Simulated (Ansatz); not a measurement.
## Electronic structure of Sn$_{3}$PbSe$_{4}$ in real space

```cif
data_structure
_symmetry_space_group_name_H-M 'P 1'
_symmetry_Int_Tables_number 1
_cell_length_a 4.3149
_cell_length_b 4.3149
_cell_length_c 12.2076
_cell_angle_alpha 90.000
_cell_angle_beta 90.000
_cell_angle_gamma 90.000
_cell_volume 227.29
loop_
_atom_site_label
_atom_site_type_symbol
_atom_site_fract_x
_atom_site_fract_y
_atom_site_fract_z
_atom_site_occupancy
Sn1 Sn 0.00000 0.00000 0.74864 1
Sn2 Sn 0.00000 0.00000 0.25136 1
Sn3 Sn 0.50000 0.50000 0.50000 1
Pb1 Pb 0.50000 0.50000 0.00000 1
Se1 Se 0.00000 0.00000 0.00000 1
Se2 Se 0.50000 0.50000 0.25386 1
Se3 Se 0.00000 0.00000 0.50000 1
Se4 Se 0.50000 0.50000 0.74614 1
```

Space group P4/mmm; a structure generated by program, which may or may not match a known phase.

All numbers below come from Ansatz 0.2.0, DFT r2SCAN, scalar-relativistic, plane waves, PAW.

Core electrons are frozen (PAW), and the valence fields are smoothed inside the atomic spheres.

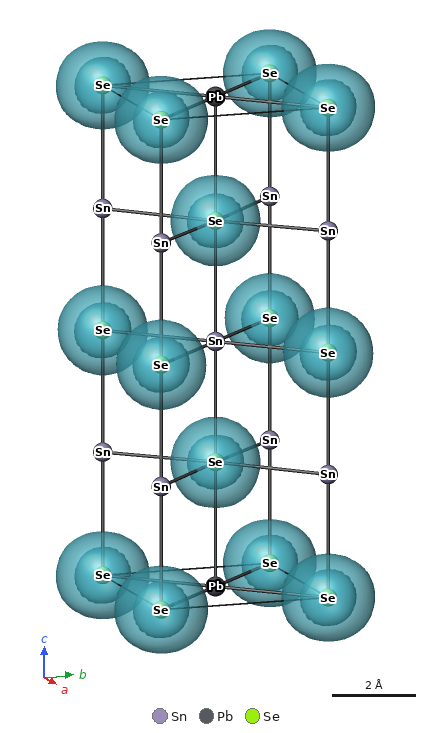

Figure 1. Isosurface of the ELF at 0.75 (cyan), seen slightly off an axis. Only the valence region is drawn (cores and ρ < 0.01 e/Å³ removed). Sticks mark near contacts.

Question: Identify the bonds, lone pairs and shells in this picture.

Answer: At this value the surface marks out four regions wrapped around Se (the valence shell of each), counted in one cell of 8 atoms. Any copies at cell faces, edges or corners count once. Along the contacts the grid gives the following. Sn–Se (3.00 Å): the ELF is about 0.40 at the midpoint and 0.30 at its lowest between the atoms. Pb–Se (3.05 Å): the ELF is about 0.30 at the midpoint.

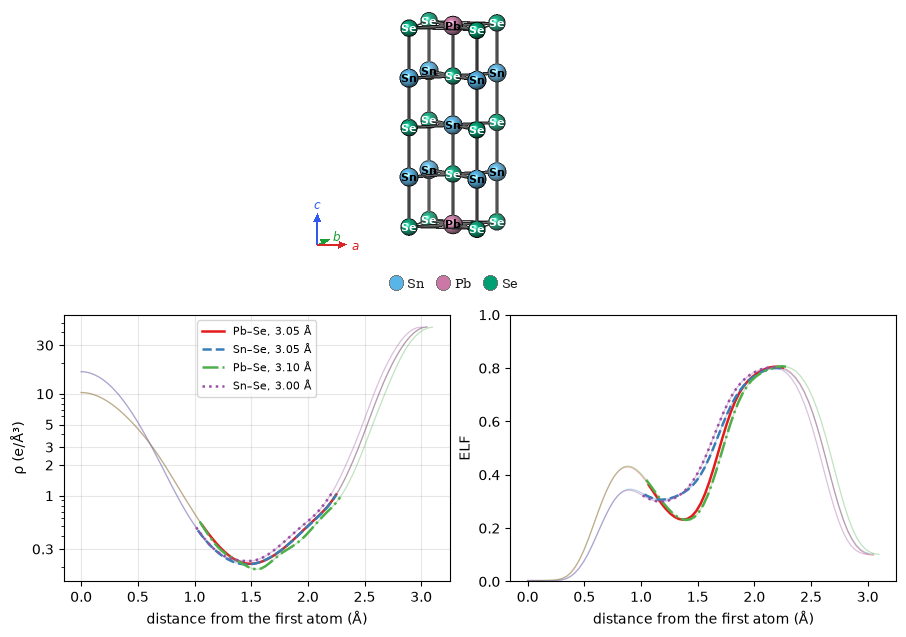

Figure 2. Valence pseudo-density and ELF along straight lines between neighbouring atoms. Thin, pale parts lie inside the atomic spheres. The structure is drawn too.

Question: What can be read from the curves?

Answer: Pb–Se (3.05 Å): ρ is about 0.22 e/Å³ halfway; the ELF is about 0.30 at the midpoint.
Sn–Se (3.05 Å): ρ at the midpoint is about 0.22 e/Å³; the ELF is about 0.40 at the midpoint.
Pb–Se (3.10 Å): ρ is about 0.19 e/Å³ halfway; the ELF is about 0.30 at the midpoint.
Sn–Se (3.00 Å): ρ at the midpoint is about 0.23 e/Å³; the ELF is about 0.40 at the midpoint and 0.30 at its lowest between the atoms.

Question: How much charge does the calculation move between the atoms?

Answer: Electrons move from Sn and Pb towards Se. Bader charges: Sn +0.93, Pb +0.95 and Se −0.93 e.
